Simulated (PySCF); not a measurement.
Vertical excitations of a molecule C₃H₈O₂Si from TDA-ωB97X/def2-SVPD (PySCF), as energy in eV (oscillator strength): 6.59 (0.010), 6.88 (0.003), 6.97 (0.002), 7.34 (0.014), 7.59 (0.001), 7.95 (0.040), 8.08 (0.031), 8.10 (0.033), 8.20 (0.041), 8.22 (0.096). Lowest triplet (TDA): 6.19 eV. The structure is a stationary point at r2SCAN-D4/def2-SVP. Other conformers were not sampled.

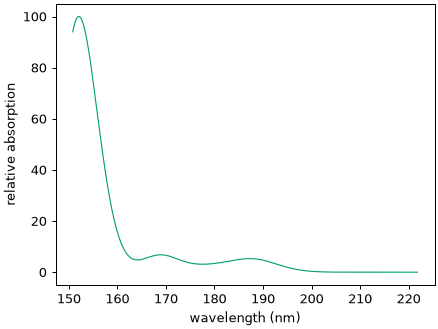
Fig. 1. The lines broadened by 0.4 eV.

Task: Pick the molecule that these values belong to.
A) COCC(=O)[SiH3]
B) OC[SiH]1COC1
C) C/C=C/O[SiH2]O
D) C[SiH2]OC(C)=O

Result: B, OC[SiH]1COC1
